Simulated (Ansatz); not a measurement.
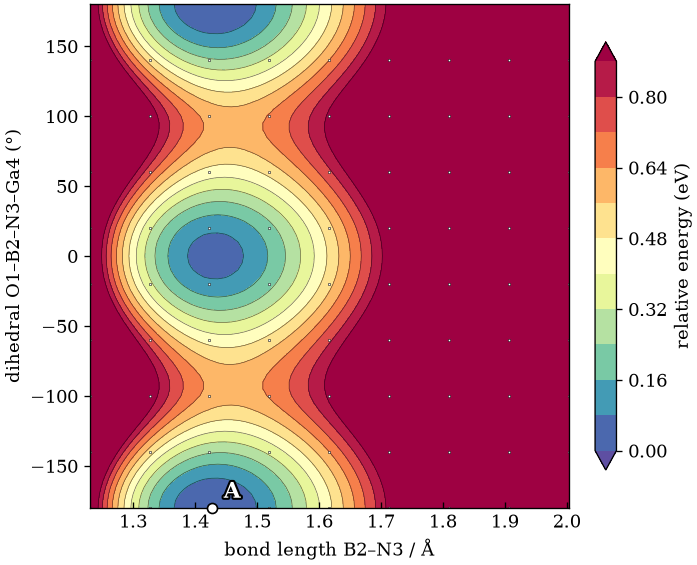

BBrGaH4NO, SMILES OB[NH][GaH][Br]. 
- The first coordinate is: bond length B2–N3; the second: dihedral O1–B2–N3–Ga4.
- Nothing is relaxed (all other coordinates rigid).
- The grid has 9 × 9 points.
- Points are written as (first, second).
- Energies: eV, counted from the lowest grid point.
- Method: RKS PBE-D4/def2-SVP (Ansatz 0.2.0).

Drawn: filled contours, dots at the grid points, one colour for all values above the top of the scale, the well A. Between grid points the surface is interpolated.

Where is the minimum, and how stiff is the well along each coordinate? Take the well at A.

Answer. The interpolated minimum is at bond length B2–N3 ≈ 1.428 Å, dihedral O1–B2–N3–Ga4 ≈ −180°. The curvatures there are about 36 eV/Å² and 1.2 eV/rad², with a cross term of about 0 eV/(Å·rad). Round the minimum the two coordinates are nearly uncoupled.
